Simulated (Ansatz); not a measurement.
Bond stretch in Be2, singlet.

RKS-CAM-B3LYP = Ansatz (an electronic-structure program) with restricted CAM-B3LYP/cc-pVDZ; UKS-CAM-B3LYP = unrestricted CAM-B3LYP/cc-pVDZ in Ansatz; RCCSDT(Q) = CCSDT(Q) on RHF/cc-pVDZ, frozen core run with Ansatz.

Energies are in kJ/mol, each relative to the lowest point of its own curve near equilibrium.

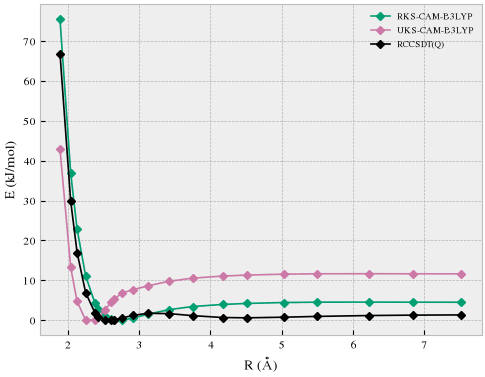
Energy against bond length for each method.

| R / Å | RKS-CAM-B3LYP | UKS-CAM-B3LYP | RCCSDT(Q) |
|---|---|---|---|
| 1.89 | 75.5 | 42.9 | 66.9 |
| 2.04 | 36.9 | 13.3 | 29.8 |
| 2.13 | 22.8 | 4.7 | 17.0 |
| 2.25 | 11.1 | 0.0 | 6.9 |
| 2.38 | 4.3 | 0.0 | 1.8 |
| 2.43 | 2.7 | 0.8 | 0.9 |
| 2.52 | 1.0 | 2.6 | 0.1 |
| 2.61 | 0.2 | 4.5 | 0.0 |
| 2.65 | 0.0 | 5.3 | 0.1 |
| 2.76 | 0.0 | 6.8 | 0.5 |
| 2.91 | 0.5 | 7.6 | 1.2 |
| 3.12 | 1.5 | 8.6 | 1.7 |
| 3.42 | 2.7 | 9.8 | 1.7 |
| 3.75 | 3.4 | 10.5 | 1.1 |
| 4.17 | 4.0 | 11.1 | 0.7 |
| 4.51 | 4.2 | 11.3 | 0.6 |
| 5.03 | 4.4 | 11.6 | 0.8 |
| 5.50 | 4.5 | 11.6 | 1.0 |
| 6.23 | 4.5 | 11.7 | 1.2 |
| 6.84 | 4.5 | 11.6 | 1.3 |
| 7.52 | 4.5 | 11.6 | 1.3 |

At the longest distance, 7.52 Å, UKS-CAM-B3LYP lies highest above its minimum (11.6 kJ/mol) and RCCSDT(Q) lowest (1.3 kJ/mol).

The unrestricted determinant behind UKS-CAM-B3LYP is spin-contaminated at 1.89 to 2.76 Å (<S²> up to 0.8, against 0.00 for a pure singlet).
